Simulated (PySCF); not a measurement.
C$_{5}$H$_{12}$P$_{2}$ (SMILES [H]/P=P/C(C)(C)CC)

The calculation's input:

```
{"job": {"kind": "uv", "xc": "CAM-B3LYP", "basis": "def2-SVPD", "nstates": 8, "ntriplets": 3}, "charge": 0, "multiplicity": 1}
C     -1.155301    -1.708845    -0.682264
C     -1.137696    -0.186088    -0.712294
C      0.077181     0.432737    -0.003012
C      0.020980     1.956801    -0.167147
C      0.086047     0.083714     1.480590
P      1.622773    -0.127038    -0.945045
P      2.927843    -0.603873     0.522882
H     -0.220937    -2.105843    -1.082816
H     -1.282083    -2.082555     0.330297
H     -1.973920    -2.087775    -1.289654
H     -2.049777     0.196639    -0.245944
H     -1.135533     0.145452    -1.754394
H      0.026439     2.232402    -1.221340
H      0.877810     2.426681     0.314880
H     -0.887630     2.351495     0.285594
H      0.879275     0.625062     1.995177
H      0.247387    -0.981412     1.636607
H     -0.866769     0.361351     1.930828
H      3.934106    -0.919657    -0.400408
```

Command:

```sh
OMP_NUM_THREADS=1 python probes_run.py task.json out
```

Geometry: GFN2-xTB.

All numbers below come from CAM-B3LYP/def2-SVPD, SCF density, gas phase (PySCF 2.14.0).

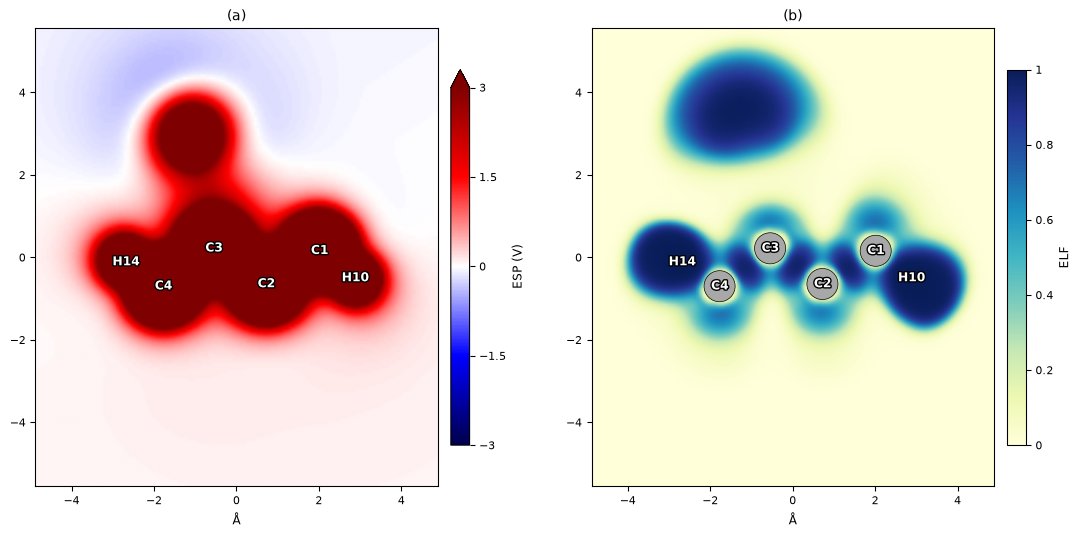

Figure 1. (a) electrostatic potential; (b) electron localisation function on the plane of atoms C1, C2 and C3. Grey discs cover the atomic cores in the ELF map.

Interpret the plot.

Answer.
- The section cuts through C and H sites.
- C–C (1.52 Å): the ELF peaks at about 0.95 between the atoms: a shared electron pair.
- C–H (1.09 Å): the ELF climbs to about 1 towards the hydrogen, as it does in any bond to H (an ordinary covalent bond to hydrogen).
- The ELF also peaks beside P7, away from the bonds: lone-pair regions.
- Outside the dense part of the molecule the potential is most negative (−0.4 V) near P7, which lies off the plane.

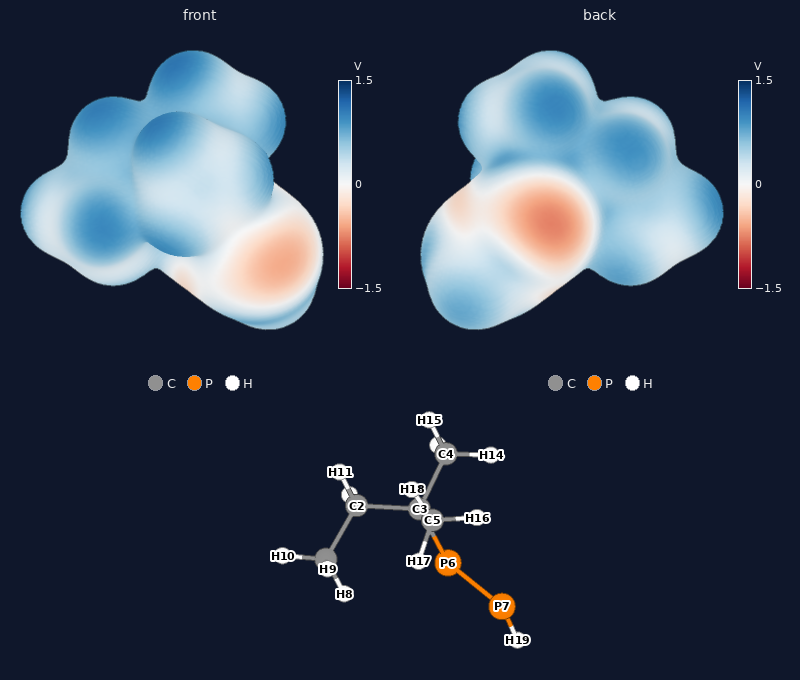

Figure 2. The molecular electrostatic potential painted on the density surface at 0.004 e/bohr³, seen from the front and from behind; the colour scale runs from red (negative) to blue (positive). The bare structure is drawn below in the same view.

Describe the electrostatic potential map.

Answer. The most negative region (about −0.7 V) lies over P6, the most positive (about +1.0 V) over H11, H13, H15 and H18.

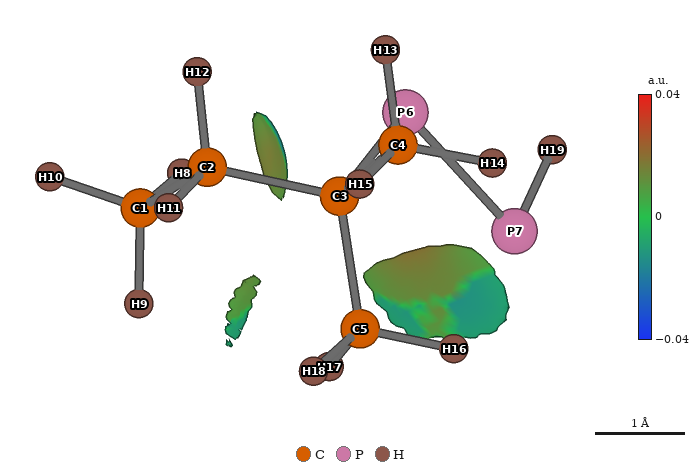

Figure 3. Non-covalent interaction (NCI) plot: the surface where the reduced density gradient is 0.5, for densities under 0.05 a.u., coloured by sign(λ₂)ρ; seen from one side.

Identify the weak interactions.

Answer.
- Between H8 and C1 on one side and P6 and C3 on the other: a weak contact, attractive (blue-green) on one side and crowded (olive to red) on the other
- Between P7 on one side and C5 and H16 on the other: a weak contact, attractive (blue-green) on one side and crowded (olive to red) on the other
- Near H17, H9 and C5: mostly steric crowding (olive to red)
